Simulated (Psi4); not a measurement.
**BH3SO (SMILES OBS): BP86/jun-cc-pVDZ (sweep point 2)**

Aim: the vertical ionisation energy of BH3SO at BP86/jun-cc-pVDZ (sweep point 2), from 2 runs. 

Program for the calculation: Psi4 1.11.

## 1. Starting point

BH3SO has 6 atoms, charge 0, and is taken as a singlet. SMILES: `OBS`. Geometry: relaxed at PBE0-D4/def2-TZVP. This is one conformer, not always the lowest.

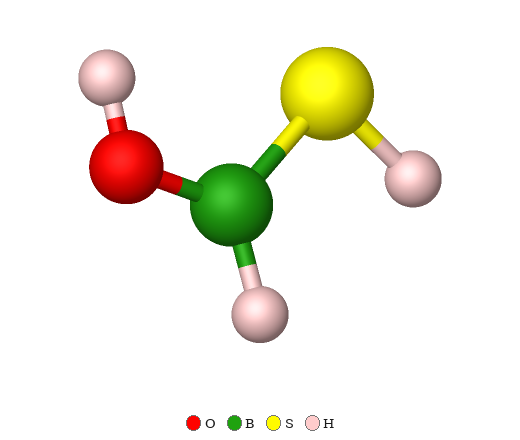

Viewed from a chosen angle; oxygen red, boron green, sulfur yellow, hydrogen pink.

## 2. The energy at BP86/jun-cc-pVDZ (sweep point 2)

job.py

```python
import psi4

psi4.set_memory('1600 MB')
psi4.set_num_threads(1)
psi4.set_output_file('run.log', False)

mol = psi4.geometry("""
0 1
O     -2.08701353    -0.17083124    -1.89312763
B      0.10317905     0.32068652    -0.67671093
S      0.63664873    -0.74171750     2.53620143
H     -3.31287887    -1.10945821    -0.93617032
H      1.68998207     1.48078939    -1.77993304
H      2.97008255     0.22034207     2.74974048
units bohr
symmetry c1
""")

psi4.set_options({
    'basis': 'jun-cc-pVDZ',
    'puream': True,
    'scf_type': 'pk',
    'dft_radial_points': 99,
    'dft_spherical_points': 590,
})

energy_value = psi4.energy("bp86", molecule=mol)
print(f'bp86 energy: {energy_value:.10f} Eh')
for k, v in sorted(psi4.core.scalar_variables().items()):
    print(f'{k:45s} {v:18.10f}')
```

Launch:

```sh
$ python job.py
```

run.log:

```text
[...]
  Running in c1 symmetry.
[...]
  Nuclear repulsion =   88.768868558049263
[...]
  Multiplicity = 1
[...]
  Nalpha       = 16
  Nbeta        = 16
[...]
    Number of basis functions: 73
[...]
   @RKS iter   1:  -499.88831344334113   -1.00713e-01   1.09274e-02 ADIIS/DIIS
[...]
   @RKS iter   9:  -500.19374418438656   -9.74183e-08   6.26197e-07 DIIS
[...]
    Orbital Energies [Eh]
    ---------------------
    Doubly Occupied:
       1A    -88.131034     2A    -18.828393     3A     -7.696908
       4A     -6.574430     5A     -5.719196     6A     -5.714294
       7A     -5.711159     8A     -0.967752     9A     -0.687508
      10A     -0.534876    11A     -0.428243    12A     -0.381013
      13A     -0.343709    14A     -0.343313    15A     -0.280972
      16A     -0.249577
[...]
  @RKS Final Energy:  -500.19374418438656
   => Energetics <=
    Nuclear Repulsion Energy =             88.7688685580492631
    One-Electron Energy =                -864.6084618335082723
    Two-Electron Energy =                 315.1505513076815532
    DFT Exchange-Correlation Energy =     -39.5047022166090613
    Empirical Dispersion Energy =           0.0000000000000000
    VV10 Nonlocal Energy =                  0.0000000000000000
    Total Energy =                       -500.1937441843865599
[...]
 Multipole Moments:
 ------------------------------------------------------------------------------------
     Multipole            Electronic (a.u.)      Nuclear  (a.u.)        Total (a.u.)
 ------------------------------------------------------------------------------------
 L = 1.  Multiply by 2.5417464519 to convert [e a0] to [Debye]
 Dipole X            :         -0.8215895            0.7897433           -0.0318462
 Dipole Y            :         -0.5935138            0.4809352           -0.1125787
 Dipole Z            :          0.5537570           -0.3111451            0.2426119
 Magnitude           :                                                    0.2693486
[...]
```

On the terminal:

```text
bp86 energy: -500.1937441844 Eh
CURRENT ENERGY                                   -500.1937441844
CURRENT REFERENCE ENERGY                         -500.1937441844
DD SOLVATION ENERGY                                 0.0000000000
DFT FUNCTIONAL TOTAL ENERGY                      -500.1937441844
DFT TOTAL ENERGY                                 -500.1937441844
DFT VV10 ENERGY                                     0.0000000000
DFT XC ENERGY                                     -39.5047022166
GRID ELECTRONS ALPHA                               16.0000000862
GRID ELECTRONS BETA                                16.0000000862
GRID ELECTRONS TOTAL                               32.0000001725
NUCLEAR REPULSION ENERGY                           88.7688685580
ONE-ELECTRON ENERGY                              -864.6084618335
PCM POLARIZATION ENERGY                             0.0000000000
PE ENERGY                                           0.0000000000
SCF ITERATION ENERGY                             -500.1937441844
SCF ITERATIONS                                      9.0000000000
SCF TOTAL ENERGY                                 -500.1937441844
TWO-ELECTRON ENERGY                               315.1505513077
XC GRID RADIAL POINTS                              99.0000000000
XC GRID SPHERICAL POINTS                          590.0000000000
XC GRID TOTAL POINTS                           338783.0000000000
```

Wall time 17 s (1 thread of AMD EPYC 7R43 (Zen 3), shared host); peak memory 1 GiB.

## 3. The doublet cation, same level

job.py

```python
import psi4

psi4.set_memory(1600000000)
psi4.set_num_threads(1)
psi4.set_output_file('bh3os.out', False)

molecule = psi4.geometry("""
1 2
O     -2.08701353    -0.17083124    -1.89312763
B      0.10317905     0.32068652    -0.67671093
S      0.63664873    -0.74171750     2.53620143
H     -3.31287887    -1.10945821    -0.93617032
H      1.68998207     1.48078939    -1.77993304
H      2.97008255     0.22034207     2.74974048
units au
symmetry c1
""")

psi4.set_options({
    'reference': 'uks',
    'puream': True,
    'scf_type': 'pk',
    'dft_radial_points': 99,
    'dft_spherical_points': 590,
    'maxiter': 150,
})

result, w = psi4.energy("bp86/jun-cc-pVDZ", molecule=molecule, return_wfn=True)
print(f'bp86/jun-cc-pVDZ energy: {result:.10f} Eh')
```

Launch:

```sh
$ python job.py
```

bh3os.out:

```text
[...]
  Running in c1 symmetry.
[...]
  Nuclear repulsion =   88.768868558049263
[...]
  Multiplicity = 2
[...]
  Nalpha       = 16
  Nbeta        = 15
[...]
    Number of basis functions: 73
[...]
   @UKS iter   1:  -499.55168044267634    2.35920e-01   1.01656e-02 ADIIS/DIIS
[...]
   @UKS iter  12:  -499.81269530615873   -6.23578e-09   5.37292e-07 DIIS
[...]
   @S^2 Observed:                7.542130390E-01
[...]
    Orbital Energies [Eh]
    ---------------------
    Alpha Occupied:
       1A    -88.464240     2A    -19.086631     3A     -8.027375
       4A     -6.821341     5A     -6.053230     6A     -6.045413
       7A     -6.040432     8A     -1.217660     9A     -0.999350
      10A     -0.773480    11A     -0.704294    12A     -0.639469
      13A     -0.606404    14A     -0.595399    15A     -0.562994
      16A     -0.530323
    Alpha Virtual:
      17A     -0.286855    18A     -0.268017    19A     -0.190938
      20A     -0.182700    21A     -0.135199    22A     -0.120961
      23A     -0.115844    24A     -0.082901    25A     -0.078305
[...]
  @UKS Final Energy:  -499.81269530615873
   => Energetics <=
    Nuclear Repulsion Energy =             88.7688685580492631
    One-Electron Energy =                -855.5878974954664500
    Two-Electron Energy =                 306.2041213763567384
    DFT Exchange-Correlation Energy =     -39.1977877450982461
    Empirical Dispersion Energy =           0.0000000000000000
    VV10 Nonlocal Energy =                  0.0000000000000000
    Total Energy =                       -499.8126953061587301
[...]
 Multipole Moments:
 ------------------------------------------------------------------------------------
     Multipole            Electronic (a.u.)      Nuclear  (a.u.)        Total (a.u.)
 ------------------------------------------------------------------------------------
 L = 1.  Multiply by 2.5417464519 to convert [e a0] to [Debye]
 Dipole X            :         -0.4202275            0.7897433            0.3695158
 Dipole Y            :         -0.6345714            0.4809352           -0.1536362
 Dipole Z            :          1.1003269           -0.3111451            0.7891818
 Magnitude           :                                                    0.8848468
[...]
```

The script printed:

```text
bp86/jun-cc-pVDZ energy: -499.8126953062 Eh
```

It took 32 s on 1 thread of AMD EPYC 7R43 (Zen 3), shared host; peak memory 1 GiB.

## 4. Results

Level: BP86/jun-cc-pVDZ (sweep point 2).

```
                                          quantity          value
                       singlet BH3SO: total energy  -500.19374 Eh
                      singlet BH3SO: dipole moment         0.68 D
                        singlet BH3SO: HOMO energy       -6.79 eV
                        singlet BH3SO: LUMO energy       -1.12 eV
                      singlet BH3SO: HOMO–LUMO gap        5.67 eV
                      doublet cation: total energy  -499.81270 Eh
doublet cation: HOMO energy (highest over α and β)      -14.31 eV
 doublet cation: LUMO energy (lowest over α and β)      -13.91 eV
                              doublet cation: ⟨S²⟩          0.754
vertical ionisation energy (to the doublet cation)      10.369 eV
```

The vertical ionisation energy comes to 10.37 eV (1000 kJ/mol). The negative HOMO energy of the first species, 6.79 eV, lies 3.58 eV below that difference.
